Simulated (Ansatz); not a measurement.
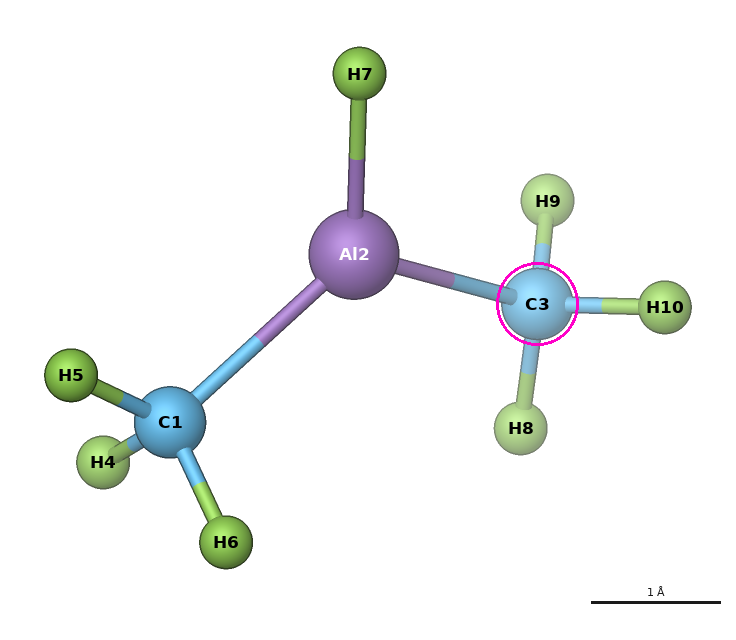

Orthographic view. Depth is shown by fading: the farther an atom, the more it takes the colour of the background. Computed geometry: PBE-D4/def2-SVP optimisation. No frequency run is at hand to confirm it as a minimum.

Which atoms are bonded to the circled atom?

Answer. The circled atom is C3; it is bonded to Al2, H8, H9, H10.

What is the shortest path along bonds from the circled atom to H5?

Answer. C3–Al2–C1–H5, 3 bonds; through space the two are 4.37 Å apart.

Of Al2 and C3, which is nearer the viewer?

Answer. Al2; the bond to C3 points away from the viewer, so it looks shorter than its 1.97 Å.
